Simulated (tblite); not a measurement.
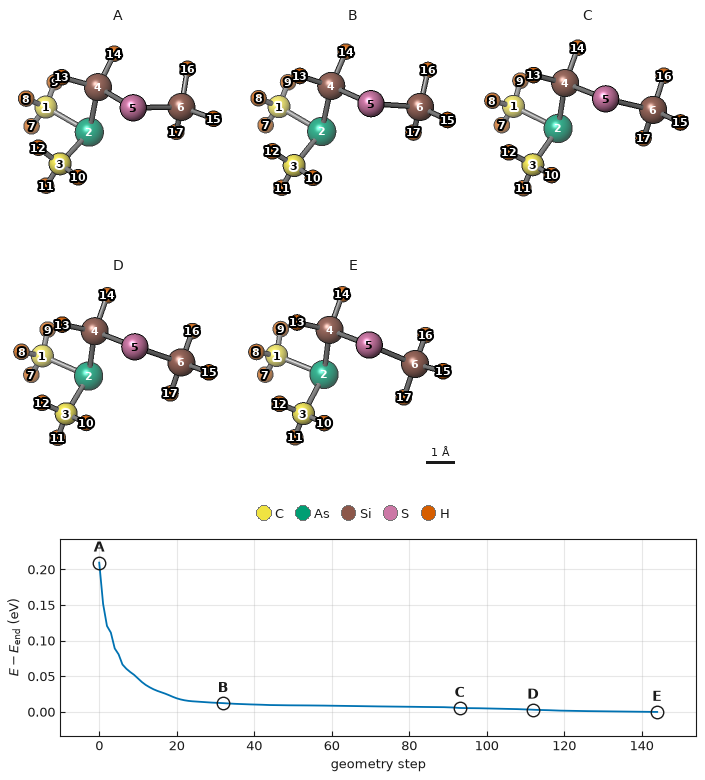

Frames of a relaxation of C$_{2}$H$_{11}$AsSSi$_{2}$, marked on the history of the run. Style: ball-and-stick. Shown at a tilt.

All numbers below come from GFN2-xTB geometry optimisation, gas phase in tblite 0.8.0. 

> Describe the path.

After 144 geometry steps the energy has fallen by 0.210 eV. H17 moves most after the best rigid fit: 0.77 Å. Largest moves by element: H 0.77 Å, S 0.47 Å, C 0.32 Å, Si 0.29 Å, As 0.28 Å. Near-neighbour distances that change, for instance: C1–H7 1.119 → 1.090 Å, C1–H8 1.111 → 1.089 Å, Si4–H13 1.488 → 1.466 Å, Si6–H16 1.481 → 1.460 Å. Bond angles that change, for instance: Si4–S5–Si6 92.8° → 102.7°, As2–Si4–H13 109.5° → 117.6°, S5–Si4–H13 108.2° → 100.3°. Groups turn about Si4–S5 by about 25°. The run took 5.6 s on 1 thread of Intel(R) Xeon(R) Processor @ 2.50GHz, on a shared host. From step 0 to 32: H13 moves most (0.27 Å), energy −0.197 eV. From step 32 to 93: H17 moves most (0.30 Å), energy −0.007 eV. From step 93 to 112: H17 moves most (0.27 Å), energy −0.003 eV. From step 112 to 144: H17 moves most (0.22 Å), energy −0.003 eV.
